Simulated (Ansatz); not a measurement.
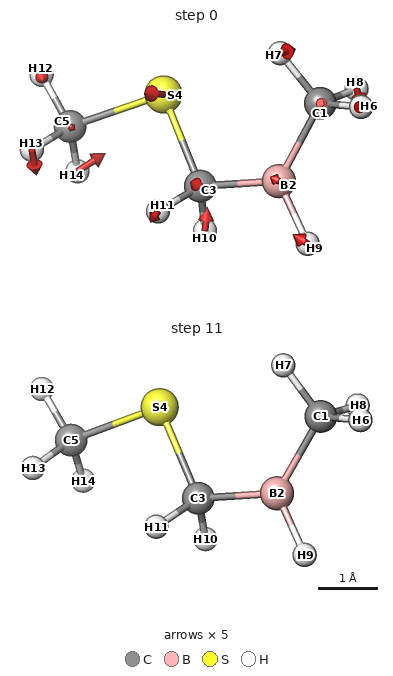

The structure of C3H9BS before (top) and after (bottom) a relaxation, at one scale. The red arrows give the displacements, magnified 5 times.

The picture is a ball-and-stick view, seen at a tilt.

The start comes from PBE-D4/def2-SVP.

Level of theory: Ansatz 0.2.0, RKS PBE0-D4/def2-TZVP.

The input:
```yaml
crystal:
  periodic: [false, false, false]
  atoms:
    - {symbol: C, position_ang: [-1.883086, 0.866238, 1.251056]}
    - {symbol: B, position_ang: [-0.760980, 1.411909, 0.313416]}
    - {symbol: C, position_ang: [0.342594, 0.514848, -0.357404]}
    - {symbol: S, position_ang: [0.147354, -1.280730, -0.139917]}
    - {symbol: C, position_ang: [1.693873, -1.866478, -0.896143]}
    - {symbol: H, position_ang: [-2.336790, 1.613821, 1.929870]}
    - {symbol: H, position_ang: [-1.597135, -0.049684, 1.808540]}
    - {symbol: H, position_ang: [-2.695250, 0.542653, 0.552091]}
    - {symbol: H, position_ang: [-0.707659, 2.603774, 0.039284]}
    - {symbol: H, position_ang: [0.450226, 0.782030, -1.434104]}
    - {symbol: H, position_ang: [1.297909, 0.862785, 0.113946]}
    - {symbol: H, position_ang: [1.690254, -2.972135, -0.833126]}
    - {symbol: H, position_ang: [2.583881, -1.484317, -0.354132]}
    - {symbol: H, position_ang: [1.761708, -1.574113, -1.964576]}
basis:
  gaussian: {orbitals: def2-TZVP}
hamiltonian: {xc: pbe0, dispersion: d4}
relax: {f_tol: 0.005, max_steps: 150}
```

Q: What changed between the two?

A: Over 9 accepted moves (11 points after the start) the energy falls by 5.90 kJ/mol. The largest force component goes from 0.56 to 0.0028 eV/Å. The line search rejected the trial steps at points 3, 9 of the run. S4 moves most after the best rigid fit: 0.13 Å. Largest moves by element: S 0.13 Å, H 0.12 Å, C 0.06 Å, B 0.04 Å. Near-neighbour distances that change, for instance: C3–S4 1.819 → 1.796 Å, B2–H9 1.224 → 1.203 Å, C1–H8 1.119 → 1.103 Å, C1–H6 1.107 → 1.091 Å. Bond angles that change, for instance: B2–C3–H11 104.0° → 106.4°.
